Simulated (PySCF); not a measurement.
SMILES O=C(O)[SiH2]CS at its GFN2-xTB optimised geometry (Å):

```
12

O      2.4612     0.4019     0.0000
C      1.2577     0.4019     0.0000
O      0.5435     1.5343     0.0000
Si     0.1247    -1.1444     0.0559
C     -1.2952    -0.8728    -1.1837
S     -2.4612    -2.2829    -1.1351
H      1.1218     2.3176     0.0052
H      0.9158    -2.3176    -0.3199
H     -0.4246    -1.2531     1.4075
H     -0.9703    -0.7487    -2.2163
H     -1.9016    -0.0087    -0.9182
H     -1.5825    -3.2259    -1.4670
```

Calculation: B3LYP/def2-TZVP in PySCF. Cells within 0.4 Å of a nucleus heavier than hydrogen are left out (blank, or x).

Map of the electron localisation function on the plane z = 0.0 Å:

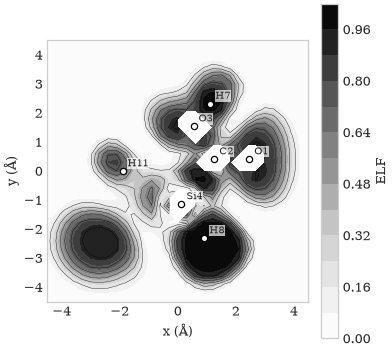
Figure. Electron localisation function on the plane z = 0.0 Å.
